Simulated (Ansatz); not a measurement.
**NHO+ (doublet): wave-function methods side by side, def2-TZVPP**

How much of the correlation energy of NHO+ (doublet) does each wave-function method recover here?

Program: Ansatz 0.2.0, Gaussian basis. Level of theory: def2-TZVPP, core rule «outside noble gas», up to 2 orbitals frozen. These are calculated values, not measurements.

Plan: UHF; ROHF; CCSD(T) on UHF.

2 further runs of the same task are left out: 2 set aside as unsound or not needed.

### Step 1. The system

The geometry is a PBE0/def2-TZVP stationary point (not a proven minimum) of the parent state, kept for this charge and spin.

3 atoms, charge 1, spin multiplicity 2.

Atoms are counted from 1 here; the program's logs count them from 0.

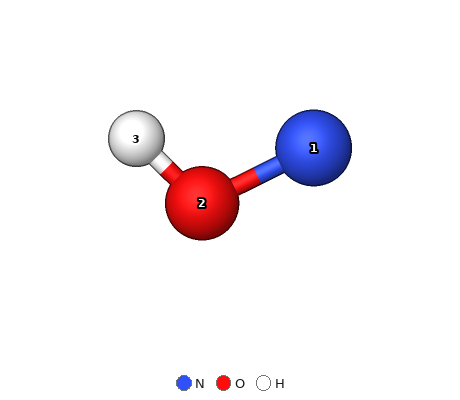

The geometry (nitrogen blue, oxygen red, hydrogen white); atoms are numbered from 1 in the order of the file.

In the tables R marks a restricted open-shell determinant and U an unrestricted one; energies count from the table's Hartree-Fock row.

### Step 2. UHF

Input file in.yaml:

```yaml
crystal:
  periodic: [false, false, false]
  atoms:
    - {symbol: N, position_ang: [0.000000, -0.059009, 0.726911]}
    - {symbol: O, position_ang: [0.000000, 0.100344, -0.573400]}
    - {symbol: H, position_ang: [0.000000, -0.772778, -0.999631]}
basis:
  gaussian: {orbitals: def2-TZVPP}
total_charge: 1
magnetization: {spin_polarized: true, initial_magnetization: 1}
hamiltonian: {xc: hf}
output: {orbitals: {seedname: orbitals}}
```

Command:

```
> ansatz run in.yaml --threads 1 --pin off --events-out ev --progress --plain --max-ram 4096MiB --backend cpu
```

The program printed:

```text
Functional definition: HF
  name "HF"
  cite "Fock, Z. Phys. 61, 126 (1930) doi:10.1007/BF01340294"
  parent pbe
  exchange = exact_x
  correlation = 0
423 factors; their error is unknown
mean field evaluation 1: about -3519.1001 eV, gradient 3.4e1 eV
mean field evaluation 2: about -3519.3321 eV, gradient 3.3e1 eV
mean field evaluation 4: about -3522.8913 eV, gradient 1.3e0 eV
mean field evaluation 8: about -3522.9442 eV, gradient 5.2e-1 eV
mean field evaluation 16: about -3523.1654 eV, gradient 5.3e-3 eV
mean field evaluation 32: about -3521.9102 eV, gradient 1.2e0 eV
mean field -3523.22214295 eV, -129.4760256276 hartree, gradient 8.0e-5 eV, S^2 1.231857; 0 other end points of the search recorded, 0 dependent functions left out
reference -3523.22214295 eV, -129.4760256276 hartree; 8, 7 occupied and 68, 69 virtual orbitals, 423 factors
Total energy: -3523.22214295 eV, -129.4760256276 hartree
```

Run time: 0.48 s. Hardware: 1 thread of AMD EPYC 7R13, shared host.

From the report: ⟨S²⟩ of the determinant 1.232 (pure doublet: 0.75).

### Step 3. ROHF

Edit in.yaml of step 2 so:

```diff
@@ -9,3 +9,3 @@
 total_charge: 1
-magnetization: {spin_polarized: true, initial_magnetization: 1}
+magnetization: {spin_polarized: false, initial_magnetization: 1}
 hamiltonian: {xc: hf}
```

Same command.

The program printed:

```text
Functional definition: HF
  name "HF"
  cite "Fock, Z. Phys. 61, 126 (1930) doi:10.1007/BF01340294"
  parent pbe
  exchange = exact_x
  correlation = 0
423 factors; their error is unknown
mean field evaluation 1: about -3519.0315 eV, gradient 4.7e1 eV
mean field evaluation 2: about -3517.5473 eV, gradient 5.1e1 eV
mean field evaluation 4: about -3522.7369 eV, gradient 1.7e0 eV
mean field evaluation 8: about -3522.7570 eV, gradient 7.6e-2 eV
mean field evaluation 16: about -3522.8083 eV, gradient 1.6e-5 eV
mean field evaluation 32: about -3521.5993 eV, gradient 7.2e0 eV
mean field evaluation 64: about -3522.6224 eV, gradient 6.4e0 eV
mean field -3522.80829709 eV, -129.4608170729 hartree, gradient 3.6e-6 eV, S^2 0.750000; 3 other end points of the search recorded, 0 dependent functions left out
reference -3522.80829709 eV, -129.4608170729 hartree; 8, 7 occupied and 68, 69 virtual orbitals, 423 factors
Total energy: -3522.80829709 eV, -129.4608170729 hartree
```

Wall time 0.57 s (1 thread of AMD EPYC 7R13, shared host).

### Step 4. CCSD(T) on UHF

Edit in.yaml of step 3 so:

```diff
@@ -9,4 +9,3 @@
 total_charge: 1
-magnetization: {spin_polarized: false, initial_magnetization: 1}
-hamiltonian: {xc: hf}
-output: {orbitals: {seedname: orbitals}}
+magnetization: {spin_polarized: true, initial_magnetization: 1}
+correlation: {method: ccsd_t, electrons: outside_noble_gas}
```

The command is unchanged.

The program printed, cut to the lines that bear on the results:

```text
Functional definition: HF
  name "HF"
  cite "Fock, Z. Phys. 61, 126 (1930) doi:10.1007/BF01340294"
  parent pbe
[...]
482 factors; integrals over basis functions are off by at most 9.2e-4 eV
[...]
mean field -3523.22220853 eV, -129.4760280376 hartree, gradient 2.1e-6 eV, S^2 1.231856; 8 other end points of the search recorded, 0 dependent functions left out
determinant -3523.22220853 eV, -129.4760280376 hartree, with singles and doubles -3533.92542586 eV, -129.8693640198 hartree
determinant -3522.00197919 eV, -129.4311854365 hartree, with singles and doubles -3532.77160245 eV, -129.8269617915 hartree
determinant -3519.93242341 eV, -129.3551306644 hartree, with singles and doubles -3528.93682543 eV, -129.6860363353 hartree
2 core orbitals not correlated: weight in the atoms' cores, before any rotation towards them, 1.000 or more for the frozen orbitals, at most 0.000 for the correlated occupied ones
reference -3523.22220853 eV, -129.4760280376 hartree; 6, 5 occupied and 68, 69 virtual orbitals, 482 factors
second order -9.50781438 eV of doubles, -0.00000000 eV of singles
cycle   1  -10.64565464 eV  change    -1.0e0 eV  update   2.4e-2
[...]
cycle  12  -10.72987472 eV  change    1.1e-5 eV  update   4.6e-6
perturbative correction -0.51033278 eV, -0.0187543838 hartree
Total energy: -3534.46241603 eV, -129.8890980445 hartree
```

Wall time 9.5 s (1 thread of AMD EPYC 7R13, shared host); peak memory 0.31 GiB.

From the report: ⟨S²⟩ of the determinant 1.232 (pure doublet: 0.75); correlation -11.2402 eV; T1 0.078; largest double amplitude 0.15.

### Step 5. Misses and costs

No level here is safe as a reference; UCCSD(T) serves as a yardstick only. Rows without a time come out of other runs: HF, MP2 and CCSD of CCSD(T), CCSDT of CCSDT(Q).

Differences are taken before rounding.

```tsv
method	energy from the lowest RHF (kcal/mol)	from UCCSD(T) (kcal/mol)	time
RHF	0.00	+268.75	
UHF	-9.55	+259.21	
UMP2	-228.80	+39.95	
UCCSD	-256.98	+11.77	
UCCSD(T)	-268.75	0	9.5 s
```

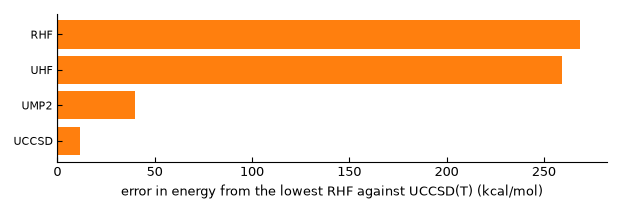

Deviations from UCCSD(T), method by method.

### Step 6. Outcome

```
                     quantity            value
UCCSD(T) below the RHF energy      -11.6541 eV
           UMP2 from UCCSD(T)  +39.95 kcal/mol
```

Warnings: spin contamination.
